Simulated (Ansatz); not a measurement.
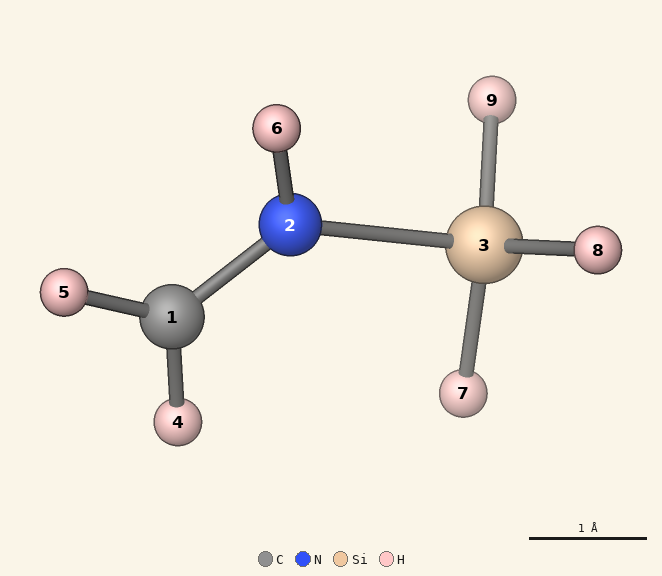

Orthographic view. Depth is shown by fading: the farther an atom, the more it takes the colour of the background. State: charge +1, singlet. Computed geometry: PBE-D4/def2-SVP optimisation. No frequency run is at hand to confirm it as a minimum.

Write a Z-matrix (Å, degrees) in the order of the atom numbers, with these reference atoms: 2 to 1; 3 to 2, 1; 4 to 1, 2, 3; 5 to 1, 4, 2; 6 to 2, 1, 5; 7 to 3, 2, 6; 8 to 3, 7, 4; 9 to 3, 7, 8.

```
C  
N    1   1.288
Si   2   1.891   1   127.6
H    1   1.106   2   119.7   3     0.0
H    1   1.106   4   119.3   2   180.0
H    2   1.036   1   115.6   5     0.0
H    3   1.491   2   102.0   6   179.0
H    3   1.492   7   115.8   4   111.6
H    3   1.492   7   115.9   8   138.3
```
